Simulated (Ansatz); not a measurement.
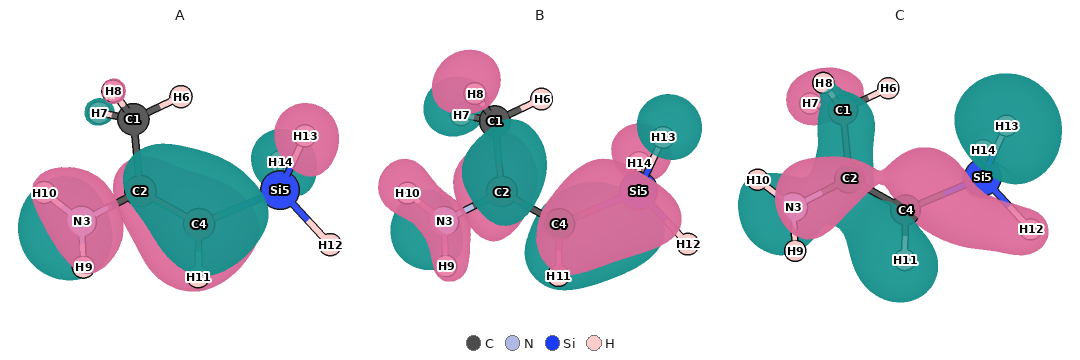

Figure. C₃H₉NSi (SMILES CC(N)=C[SiH3]). Three frontier orbitals at ±0.08 Å⁻³ᐟ² (teal and pink are the two phases), in no order.

Method: RKS PBE/def2-SVP in Ansatz.

```xyz
14

C    -1.3940   -0.4903    0.4540
C     0.0653   -0.2455    0.7528
N     0.4823   -0.7935    1.9538
C     0.9123    0.4033   -0.1069
Si    0.4892    1.0710   -1.7902
H    -1.6946   -0.0694   -0.5230
H    -1.6154   -1.5786    0.4453
H    -2.0402   -0.0306    1.2334
H     1.3996   -0.5145    2.3036
H    -0.2179   -0.9375    2.6822
H     1.9597    0.5295    0.2252
H     1.7392    1.6398   -2.4092
H    -0.5421    2.1779   -1.7640
H    -0.0565    0.0292   -2.7414
```

Order the three orbitals by energy and name them.

C is the HOMO−1 (−7.44 eV). Its weight (Hirshfeld) is mainly on Si5 (about 25 %), C4 (about 20 %), H13 (about 15 %), N3 (about 15 %), C2 (about 10 %) and H11 (about 5 %). A is the HOMO (−4.78 eV). By Hirshfeld shares it lies mainly on C4 (about 35 %), N3 (about 25 %) and C2 (about 15 %). B is the LUMO (−0.55 eV). It lies mainly on C2 (about 30 %), C4 (about 20 %), Si5 (about 15 %) and N3 (about 10 %).

What is the HOMO–LUMO gap?

4.23 eV between the orbital energies.
